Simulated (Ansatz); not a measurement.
# InH2Cl (SMILES [H][In]([H])[Cl]): levels of theory compared

Aim: a comparison of 6 runs (BHLYP/STO-3G, SVWN5/STO-3G, wB97X/STO-3G, RPA@PBE/STO-3G, CCSD/STO-3G, UCCSD(T)/STO-3G) of InH2Cl. 

Program for the calculation: Ansatz 0.2.0.

56 further runs of the same task are left out: 2 that didn't finish, 54 set aside as unsound or not needed.

## (1) The molecule

InH2Cl: 4 atoms, total charge 0, spin state singlet. SMILES: `[H][In]([H])[Cl]`. The H2–In1 distance was set to 4.282 Å, away from the relaxed value. At this shape a bond of the SMILES string is far longer than usual.

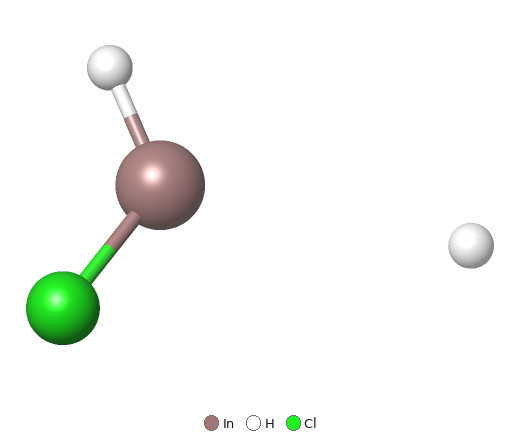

The structure, seen from a chosen angle (indium brown, hydrogen white, chlorine green).

## (2) A single-point energy at BHLYP/STO-3G (run 1)

Input file molecule.yaml:

```yaml
crystal:
  periodic: [false, false, false]
  atoms:
    - {symbol: In, position_ang: [-2.498991, 0.142555, -0.017980]}
    - {symbol: H, position_ang: [1.783010, 0.101380, 0.011370]}
    - {symbol: H, position_ang: [-3.324281, 1.643185, -0.037480]}
    - {symbol: Cl, position_ang: [-3.667341, -1.813015, -0.008740]}
basis:
  gaussian: {orbitals: STO-3G}
hamiltonian: {xc: {name: BHLYP}}
accuracy: high
```

The run is started by

```bash
ansatz run molecule.yaml --threads 1 --pin off --max-ram 2610MiB --events-out events.jsonl --progress --plain --runs-dir runs
```

Log:

```text
Warning: RAYON_NUM_THREADS=1 ignored (pool sized by the plan → 1); use --threads N
Functional definition: BHLYP
  name "BHLYP"
  parameter a = 0.5
  exchange = (1 - a)*b88_x + a*exact_x
  correlation = lyp_c
679 factors; integrals over basis functions are off by at most 7.5e-9 eV
mean field evaluation 1: about -167103.8182 eV, gradient 1.4e1 eV
mean field evaluation 2: about -167100.3836 eV, gradient 1.4e1 eV
mean field evaluation 4: about -167107.6174 eV, gradient 1.3e1 eV
mean field evaluation 8: about -167107.6180 eV, gradient 1.3e1 eV
mean field evaluation 16: about -167111.0547 eV, gradient 6.3e-9 eV
mean field -167111.05472738 eV, -6141.2179892900 hartree, gradient 1.4e-8 eV, S^2 0.000000; 0 other end points of the search recorded, 0 dependent functions left out
reference -167111.05474962 eV, -6141.2179901072 hartree; 34, 34 occupied and 4, 4 virtual orbitals, 679 factors
Total energy: -167111.05474962 eV, -6141.2179901072 hartree
```

Run time: 2.4 s. Hardware: 1 thread of Arm Neoverse V1, shared host; peak memory 0.12 GiB.

## (3) The energy at SVWN5/STO-3G (run 2)

Changes to molecule.yaml since step 2:

```diff
@@ -8,4 +8,6 @@
 basis:
-  gaussian: {orbitals: STO-3G}
-hamiltonian: {xc: {name: BHLYP}}
+  gaussian:
+    orbitals: STO-3G
+hamiltonian:
+  xc: {name: SVWN5}
 accuracy: high
```

The run is started by

```bash
ansatz run molecule.yaml --threads 1 --pin off --max-ram 2610MiB --events-out events.jsonl --progress --plain --runs-dir runs
```

Log:

```text
Warning: RAYON_NUM_THREADS=1 ignored (pool sized by the plan → 1); use --threads N
Functional definition: SVWN5
  name "SVWN5"
  exchange = slater_x
  correlation = vwn5_c
679 factors; integrals over basis functions are off by at most 7.5e-9 eV
mean field evaluation 1: about -166885.1311 eV, gradient 6.2e1 eV
mean field evaluation 2: about -166859.2495 eV, gradient 8.6e1 eV
mean field evaluation 4: about -166902.6242 eV, gradient 1.2e1 eV
mean field evaluation 8: about -166907.7690 eV, gradient 1.9e1 eV
mean field evaluation 16: about -166911.7971 eV, gradient 1.6e-4 eV
mean field -166911.79708101 eV, -6133.8954058475 hartree, gradient 1.5e-8 eV, S^2 0.000000; 1 other end points of the search recorded, 0 dependent functions left out
reference -166911.79708308 eV, -6133.8954059235 hartree; 34, 34 occupied and 4, 4 virtual orbitals, 679 factors
Total energy: -166911.79708308 eV, -6133.8954059235 hartree
```

It took 2.2 s on 1 thread of Arm Neoverse V1, shared host; peak memory 0.1 GiB.

Runs 3 to 5 aren't shown in full; the table further down has their settings and results.

## (4) A single-point energy at UCCSD(T)/STO-3G (run 6)

Changes to molecule.yaml since step 3:

```diff
@@ -10,4 +10,10 @@
     orbitals: STO-3G
-hamiltonian:
-  xc: {name: SVWN5}
+correlation:
+  method: ccsd_t
+  frozen_orbitals: {Cl: 5, H: 0, In: 18}
 accuracy: high
+magnetization:
+  spin_polarized: true
+  initial_magnetization: 0
+scf:
+  omitted_lower_state_checks: [cluster_reference, increment]
```

The run is started by

```bash
ansatz run molecule.yaml --threads 1 --pin off --max-ram 2610MiB --events-out events.jsonl --progress --plain --runs-dir runs
```

Log:

```text
Warning: RAYON_NUM_THREADS=1 ignored (pool sized by the plan → 1); use --threads N
[... 15 lines left out ...]
23 core orbitals not correlated: weight in the atoms' cores, before any rotation towards them, 1.000 or more for the frozen orbitals, at most 0.000 for the correlated occupied ones
[... 32 lines left out ...]
Total energy: -167039.21359738 eV, -6138.5778764580 hartree
Checks for a lower state left out: cluster_reference, increment
```

It took 2.4 s on 1 thread of Arm Neoverse V1, shared host; peak memory 0.13 GiB.

## (5) Overview of the runs

| run | level | frozen core orbitals | energy (Eh) | wall time |
| --- | --- | --- | --- | --- |
| 1 | BHLYP/STO-3G | – | -6141.217990 | 2.4 s |
| 2 | SVWN5/STO-3G | – | -6133.895406 | 2.2 s |
| 3 | wB97X/STO-3G | – | -6141.170805 | 8.7 s |
| 4 | RPA@PBE/STO-3G | 23 | -6138.565915 | 5.7 s |
| 5 | CCSD/STO-3G | 23 | -6138.571962 | 1.1 s |
| 6 | UCCSD(T)/STO-3G | 23 | -6138.577876 | 2.4 s |

## (6) Outcome

| quantity | value |
| --- | --- |
| run 6: total energy | -6138.57788 Eh |
| run 6: correlation energy (23 core orbitals frozen) | -31.3 mEh |
| run 6: (T) correction | -0.82 mEh |
| run 6: ⟨S²⟩ of the reference determinant | 1.003 |
| run 6: T1 diagnostic | 0.008 |

**Reading.** Totals of different functionals can't be ranked against each other. In run 5 the T1 diagnostic is large, so a single reference may not serve. In runs 4, 5 the log says that unrestricted orbitals would lower the reference, so the values rest on an unstable closed-shell determinant (other closed-shell runs at this shape may share the fault). In runs 1, 2, 3, 4, 5, 6 the basis is minimal, so the values are rough. In runs 1, 2, 3, 4, 5, 6 relativity is left out where basis or elements ask for it. Spin contamination of the reference: run 6 ⟨S²⟩ = 1.00. Where it is this large, the reference is a mixture of spin states, and values that rest on it are in doubt. All runs together took 23 s, the longest 8.7 s.
